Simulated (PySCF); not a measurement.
**Geometry relaxation, with input and output: SiBrCl (part 2 of 2)**

The same run, continued: SiBrCl, SMILES Cl[Si]Br; KT3/cc-pVDZ, RKS, SS(V)PE solvent acetonitrile (PySCF 2.14.0). The geometry: force field.

Geometry of the input (Å):
```
Cl 0.7018  1.4800  0.5362
Si -0.7103  0.2660  -0.3569
Br -0.0024  -1.8108  -0.1926
```

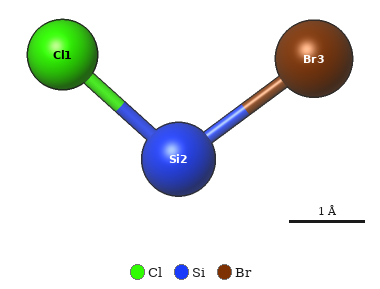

**Figure 1.** The geometry at step 7 of the log (ball-and-stick view, seen on its broad side; atoms are numbered from 1 in the order of the input).

Log, continued
```
----------------------------------------------
cycle 9: E = -3338.42355214  dE = -1.22327e-10  norm(grad) = 0.000116255
Step    8 : Displace = 6.489e-05/8.363e-05 (rms/max) Trust = 7.108e-05 (-) Grad = 6.537e-05/8.077e-05 (rms/max) E (change) = -3338.4235521415 (-1.223e-10) Quality = 0.002
Hessian Eigenvalues: 1.52572e-02 4.99939e-02 5.00000e-02 ... 9.75692e-02 1.75963e-01 2.84273e-01

Geometry optimization cycle 10
Cartesian coordinates (Angstrom)
 Atom        New coordinates             dX        dY        dZ
  Cl   0.732772   1.440621   0.550456   -0.000014  0.000024 -0.000003
  Si  -0.782291   0.297680  -0.393741    0.000004  0.000023  0.000006
  Br   0.048300  -1.811736  -0.169152    0.000009 -0.000046 -0.000003

WARN: PCM is an experimental feature. It is still in testing.
Features and APIs may be changed in the future.

converged SCF energy = -3338.42355214933
--------------- PCMRKS_Scanner (+PCM) gradients ---------------
         x                y                z
0 Cl     0.0000111512     0.0000079077     0.0000005131
1 Si     0.0000040335    -0.0000586548     0.0000001520
2 Br    -0.0000400657     0.0000694902    -0.0000042223
----------------------------------------------
cycle 10: E = -3338.42355215  dE = -7.80528e-09  norm(grad) = 0.000100478
Step    9 : Displace = 3.369e-05/4.670e-05 (rms/max) Trust = 3.244e-05 (-) Grad = 5.606e-05/6.870e-05 (rms/max) E (change) = -3338.4235521493 (-7.805e-09) Quality = 0.847
Hessian Eigenvalues: 1.51749e-02 4.99079e-02 4.99999e-02 ... 8.37792e-02 1.51980e-01 2.27661e-01

Geometry optimization cycle 11
Cartesian coordinates (Angstrom)
 Atom        New coordinates             dX        dY        dZ
  Cl   0.732749   1.440656   0.550452   -0.000023  0.000035 -0.000004
  Si  -0.782285   0.297709  -0.393734    0.000006  0.000029  0.000008
  Br   0.048318  -1.811801  -0.169156    0.000017 -0.000065 -0.000004

WARN: PCM is an experimental feature. It is still in testing.
Features and APIs may be changed in the future.

converged SCF energy = -3338.42355215725
--------------- PCMRKS_Scanner (+PCM) gradients ---------------
         x                y                z
0 Cl     0.0000087089     0.0000079803    -0.0000008040
1 Si     0.0000008753    -0.0000410533     0.0000003298
2 Br    -0.0000344614     0.0000518398    -0.0000030758
----------------------------------------------
cycle 11: E = -3338.42355216  dE = -7.91715e-09  norm(grad) = 7.55701e-05
Step   10 : Displace = 4.693e-05/6.507e-05 (rms/max) Trust = 4.588e-05 (+) Grad = 4.116e-05/5.022e-05 (rms/max) E (change) = -3338.4235521573 (-7.917e-09) Quality = 0.716
Hessian Eigenvalues: 1.51650e-02 4.99083e-02 4.99998e-02 ... 1.02617e-01 1.43106e-01 2.25144e-01

Geometry optimization cycle 12
Cartesian coordinates (Angstrom)
 Atom        New coordinates             dX        dY        dZ
  Cl   0.732716   1.440692   0.550446   -0.000034  0.000036 -0.000006
  Si  -0.782284   0.297737  -0.393729    0.000000  0.000028  0.000005
  Br   0.048353  -1.811866  -0.169155    0.000036 -0.000065  0.000001

WARN: PCM is an experimental feature. It is still in testing.
Features and APIs may be changed in the future.

converged SCF energy = -3338.42355216203
--------------- PCMRKS_Scanner (+PCM) gradients ---------------
         x                y                z
0 Cl     0.0000061031     0.0000074701    -0.0000022727
1 Si    -0.0000030054    -0.0000214580     0.0000003281
2 Br    -0.0000279747     0.0000327725    -0.0000015977
----------------------------------------------
cycle 12: E = -3338.42355216  dE = -4.77758e-09  norm(grad) = 4.92643e-05
Step   11 : Displace = 4.737e-05/6.527e-05 (rms/max) Trust = 4.588e-05 (=) Grad = 2.479e-05/3.016e-05 (rms/max) E (change) = -3338.4235521620 (-4.778e-09) Quality = 0.587
Hessian Eigenvalues: 1.51002e-02 4.87516e-02 4.99997e-02 ... 1.05397e-01 1.42885e-01 2.25850e-01

Geometry optimization cycle 13
Cartesian coordinates (Angstrom)
 Atom        New coordinates             dX        dY        dZ
  Cl   0.732638   1.440737   0.550436   -0.000078  0.000045 -0.000010
  Si  -0.782288   0.297738  -0.393728   -0.000004  0.000001  0.000001
  Br   0.048464  -1.811935  -0.169141    0.000111 -0.000069  0.000014

WARN: PCM is an experimental feature. It is still in testing.
Features and APIs may be changed in the future.

converged SCF energy = -3338.42355216375
--------------- PCMRKS_Scanner (+PCM) gradients ---------------
         x                y                z
0 Cl     0.0000023155     0.0000053705    -0.0000045555
1 Si    -0.0000066893     0.0000009368     0.0000007301
2 Br    -0.0000205157     0.0000124672     0.0000002962
----------------------------------------------
cycle 13: E = -3338.42355216  dE = -1.72258e-09  norm(grad) = 2.60293e-05
Step   12 : Displace = 4.796e-05/6.337e-05 (rms/max) Trust = 4.588e-05 (=) Grad = 6.951e-06/8.993e-06 (rms/max) E (change) = -3338.4235521638 (-1.723e-09) Quality = 0.337
Hessian Eigenvalues: 1.41827e-02 4.21286e-02 4.99997e-02 ... 1.20262e-01 1.45406e-01 2.27002e-01

Geometry optimization cycle 14
Cartesian coordinates (Angstrom)
 Atom        New coordinates             dX        dY        dZ
  Cl   0.732482   1.440789   0.550448   -0.000156  0.000052  0.000012
  Si  -0.782243   0.297580  -0.393733    0.000045 -0.000158 -0.000006
  Br   0.048828  -1.812034  -0.169107    0.000364 -0.000099  0.000034

WARN: PCM is an experimental feature. It is still in testing.
Features and APIs may be changed in the future.

converged SCF energy = -3338.42355216626
--------------- PCMRKS_Scanner (+PCM) gradients ---------------
         x                y                z
0 Cl    -0.0000006736     0.0000033997    -0.0000063996
1 Si    -0.0000082937     0.0000150396     0.0000013581
2 Br    -0.0000159716     0.0000002282     0.0000015453
----------------------------------------------
cycle 14: E = -3338.42355217  dE = -2.50657e-09  norm(grad) = 2.46439e-05
```

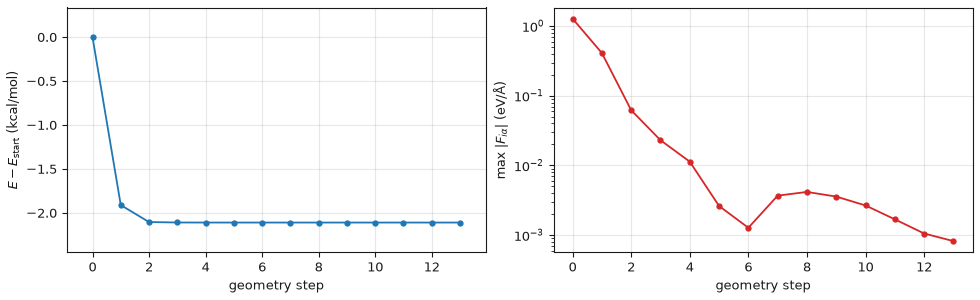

**Figure 2.** Progress of the relaxation, step by step (steps are counted from 0).

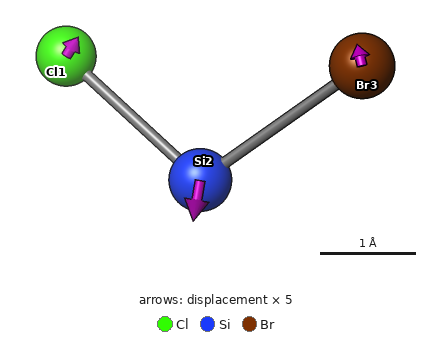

**Figure 3.** The starting structure with the displacements as pink arrows, magnified 5 times (ball-and-stick view, seen at a tilt). The two geometries are laid on each other by the best rigid fit. After 13 geometry steps the energy has fallen by 2.11 kcal/mol. The largest force component goes from 1.3 to 0.00082 eV/Å. The largest move after the best rigid fit is that of Si2, 0.091 Å. By element the largest moves are Si 0.091 Å, Cl 0.051 Å, Br 0.050 Å. Distances before and after: Si2–Br3 2.200 → 2.279 Å, Cl1–Si2 2.065 → 2.120 Å. Among the angles that change: Cl1–Si2–Br3 107.6° → 101.2°. (Atoms are counted from 1 in the order of the input.)

```
Step   13 : Displace = 2.865e-05/3.689e-05 (rms/max) Trust = 4.588e-05 (=) Grad = 5.952e-06/7.968e-06 (rms/max) E (change) = -3338.4235521663 (-2.507e-09) Quality = 1.043
Hessian Eigenvalues: 1.41827e-02 4.21286e-02 4.99997e-02 ... 1.20262e-01 1.45406e-01 2.27002e-01
Converged! =D

converged: True
Cl          0.73248164        1.44078918        0.55044807
Si         -0.78224286        0.29757952       -0.39373326
Br          0.04882830       -1.81203393       -0.16910691

WARN: PCM is an experimental feature. It is still in testing.
Features and APIs may be changed in the future.

converged SCF energy = -3338.42355216625
E = -3338.4235521662 Eh
```

Trajectory as extended XYZ (Å, eV, eV/Å), 14 frames, from step=0 to step=13
```
3
Properties=species:S:1:pos:R:3:forces:R:3 step=0 energy=-90843.04126
Cl    0.7018    1.4800    0.5362    0.7376   0.3000   0.4312
Si   -0.7103    0.2660   -0.3569   -1.2791   0.6198  -0.6274
Br   -0.0024   -1.8108   -0.1926    0.5415  -0.9208   0.1957
3
Properties=species:S:1:pos:R:3:forces:R:3 step=1 energy=-90843.12411
Cl    0.7218    1.4511    0.5440    0.2641   0.1149   0.1555
Si   -0.7618    0.2939   -0.3819   -0.4101   0.1020  -0.2117
Br    0.0291   -1.8105   -0.1757    0.1467  -0.2177   0.0560
3
Properties=species:S:1:pos:R:3:forces:R:3 step=2 energy=-90843.13248
Cl    0.7307    1.4390    0.5477    0.0561   0.0444   0.0354
Si   -0.7832    0.3028   -0.3928   -0.0621  -0.0244  -0.0365
Br    0.0423   -1.8079   -0.1688    0.0072  -0.0211   0.0012
3
Properties=species:S:1:pos:R:3:forces:R:3 step=3 energy=-90843.13270
Cl    0.7321    1.4406    0.5488    0.0164   0.0150   0.0108
Si   -0.7846    0.3024   -0.3937   -0.0111  -0.0230  -0.0087
Br    0.0431   -1.8098   -0.1688   -0.0040   0.0070  -0.0019
3
Properties=species:S:1:pos:R:3:forces:R:3 step=4 energy=-90843.13272
Cl    0.7325    1.4416    0.5493    0.0034   0.0027   0.0024
Si   -0.7844    0.3013   -0.3938    0.0004  -0.0113  -0.0012
Br    0.0435   -1.8105   -0.1691   -0.0025   0.0076  -0.0010
3
Properties=species:S:1:pos:R:3:forces:R:3 step=5 energy=-90843.13273
Cl    0.7327    1.4417    0.5496   -0.0006  -0.0009  -0.0001
Si   -0.7840    0.3003   -0.3938    0.0018  -0.0026   0.0005
Br    0.0442   -1.8107   -0.1692    0.0000   0.0025  -0.0002
3
Properties=species:S:1:pos:R:3:forces:R:3 step=6 energy=-90843.13273
Cl    0.7327    1.4414    0.5498   -0.0012  -0.0013  -0.0004
Si   -0.7837    0.2996   -0.3938    0.0012   0.0011   0.0005
Br    0.0450   -1.8108   -0.1692    0.0013  -0.0008   0.0001
3
Properties=species:S:1:pos:R:3:forces:R:3 step=7 energy=-90843.13273
Cl    0.7328    1.4410    0.5501   -0.0012  -0.0010  -0.0004
Si   -0.7829    0.2985   -0.3938    0.0003   0.0037   0.0003
Br    0.0467   -1.8112   -0.1691    0.0022  -0.0037   0.0003
3
Properties=species:S:1:pos:R:3:forces:R:3 step=8 energy=-90843.13273
Cl    0.7328    1.4406    0.5505   -0.0006  -0.0004   0.0000
Si   -0.7823    0.2977   -0.3937   -0.0004   0.0036   0.0000
Br    0.0483   -1.8117   -0.1691    0.0022  -0.0042   0.0003
3
Properties=species:S:1:pos:R:3:forces:R:3 step=9 energy=-90843.13273
Cl    0.7328    1.4406    0.5505   -0.0006  -0.0004   0.0000
Si   -0.7823    0.2977   -0.3937   -0.0002   0.0030   0.0000
Br    0.0483   -1.8117   -0.1692    0.0021  -0.0036   0.0002
3
Properties=species:S:1:pos:R:3:forces:R:3 step=10 energy=-90843.13273
Cl    0.7327    1.4407    0.5505   -0.0004  -0.0004   0.0000
Si   -0.7823    0.2977   -0.3937    0.0000   0.0021   0.0000
Br    0.0483   -1.8118   -0.1692    0.0018  -0.0027   0.0002
3
Properties=species:S:1:pos:R:3:forces:R:3 step=11 energy=-90843.13273
Cl    0.7327    1.4407    0.5504   -0.0003  -0.0004   0.0001
Si   -0.7823    0.2977   -0.3937    0.0002   0.0011   0.0000
Br    0.0484   -1.8119   -0.1692    0.0014  -0.0017   0.0001
3
Properties=species:S:1:pos:R:3:forces:R:3 step=12 energy=-90843.13273
Cl    0.7326    1.4407    0.5504   -0.0001  -0.0003   0.0002
Si   -0.7823    0.2977   -0.3937    0.0003   0.0000   0.0000
Br    0.0485   -1.8119   -0.1691    0.0011  -0.0006   0.0000
3
Properties=species:S:1:pos:R:3:forces:R:3 step=13 energy=-90843.13273
Cl    0.7325    1.4408    0.5504    0.0000  -0.0002   0.0003
Si   -0.7822    0.2976   -0.3937    0.0004  -0.0008  -0.0001
Br    0.0488   -1.8120   -0.1691    0.0008   0.0000  -0.0001
```

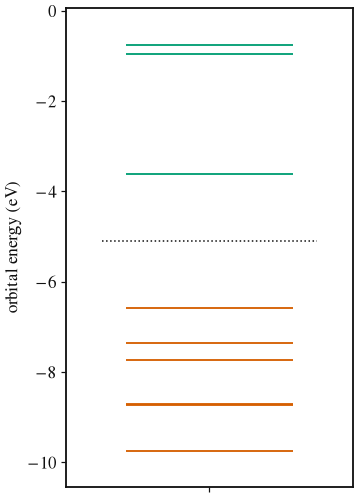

**Figure 4.** Orbital energies near the frontier; the dotted line parts filled from empty levels, and levels within 0.02 eV of each other stand side by side. Highest filled −6.59 eV, lowest empty −3.62 eV, 2.97 eV apart.

Results in brief

```csv
quantity,value
outcome,converged
total energy,−3338.423552 hartree
solvation energy,−0.002264 hartree
basis functions,63
HOMO,−6.59 eV
LUMO,−3.62 eV
dipole moment,1.50 D
wall time,2 min
peak memory,0.6 GiB
```
